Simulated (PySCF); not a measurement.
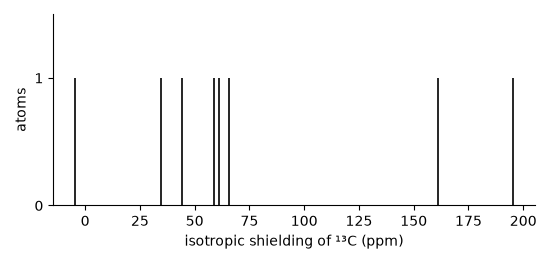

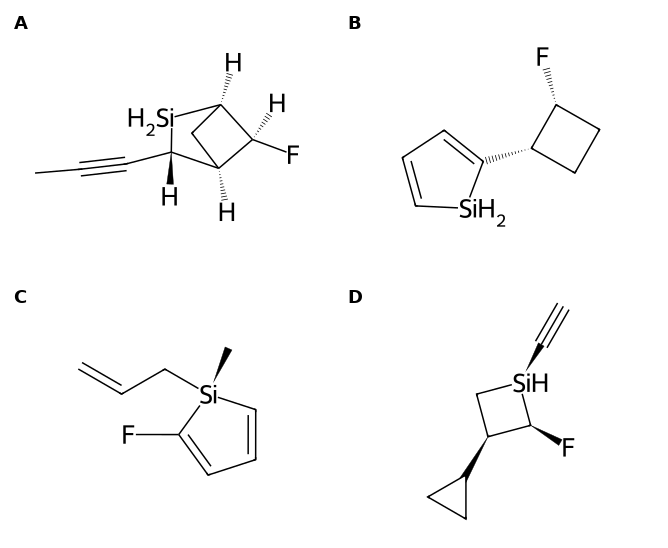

The sticks are computed shieldings of one of the molecules, for one fixed geometry (GFN2-xTB) without averaging over rotations. Low shielding means a high chemical shift. Method: GIAO PBE0/pcSseg-1 NMR shielding, non-relativistic, gas phase (PySCF 2.14.0).

### Which molecule gives this pattern?

C, `C=CC[Si@]1(C)C=CC=C1F`. Its 8 C atoms give lines at −4.6, 34.5, 44.0, 58.9, 60.9, 65.7, 161.1, 195.2 ppm.

The geometry is semi-empirical. Around Si such bond lengths and angles can be off by a tenth of an ångström or more and by several degrees, and values that hang on the shape move with them.
